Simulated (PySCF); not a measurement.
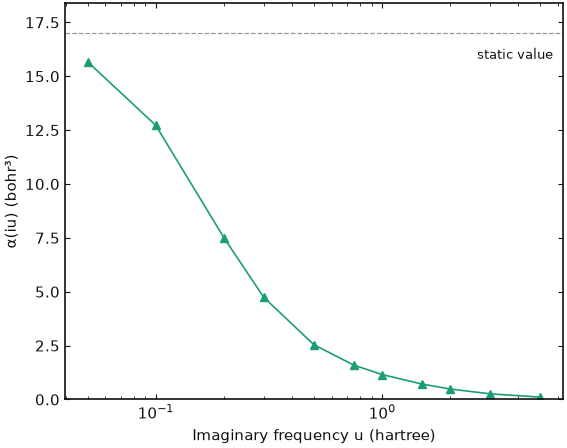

Dipole polarisability at imaginary frequency of an atom or ion with 2 electrons in the configuration 1s 2s. Coupled response at the PBE0 level; PySCF, dyall-acv3z, non-relativistic, unrestricted single determinants, no spin-orbit coupling.

Question: Which species is it, and what does the curve give?

Answer: He I (neutral helium). The static dipole polarisability is 17.0 bohr³; α(iu) falls to half of it near u = 0.18 hartree. The Casimir–Polder integral gives C₆ = 40.4 hartree bohr⁶ for two such species.
